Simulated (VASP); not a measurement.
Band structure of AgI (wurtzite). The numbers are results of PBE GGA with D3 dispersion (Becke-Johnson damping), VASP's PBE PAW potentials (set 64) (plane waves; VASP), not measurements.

Unless said otherwise, spin-orbit coupling is left out, though it shifts the bands of the heavy elements here.

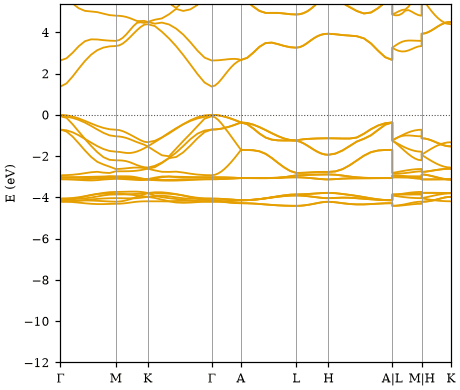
Bands along high-symmetry lines, zero at the valence-band maximum or, without a gap, the Fermi level

Read the plot: is there a gap, and where are the band edges?

The gap is direct, 1.37 eV, from the valence maximum at Γ to the conduction minimum at Γ. (Edges off the drawn lines would not show.)

The compound is AgI in the wurtzite structure. The cell was not relaxed at this level.
